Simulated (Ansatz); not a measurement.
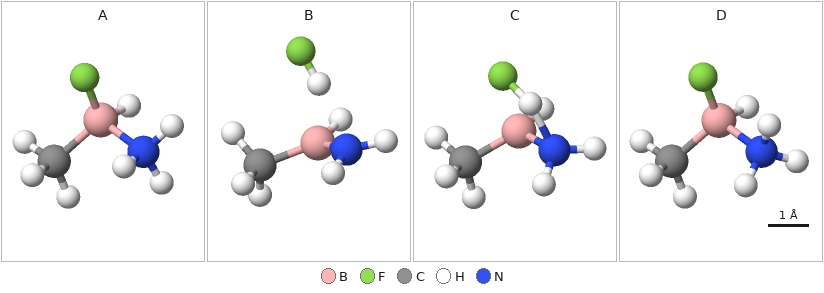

4 geometries from a converged minimum-energy path of CH₇BFN, shuffled. Style: ball-and-stick. Shown at a tilt.

Computed with RKS PBE0-D4/def2-SVP (Ansatz 0.2.0). Settings: 9 movable images; climbing image; force threshold 0.05 eV/Å; iteration limit 60; starting path through a guess of the saddle point.

Which of them lies highest in energy?

C. In order along the path, whose images run from 0 to 10: A (image 0, 0.0 kJ/mol), D (image 3, +5.1 kJ/mol), C (image 7, +122.9 kJ/mol), B (image 10, +83.7 kJ/mol). Breaking: B–F (1.40 → 2.89 Å), H–N (1.02 → 1.85 Å). Forming: F–H (2.56 → 0.94 Å).
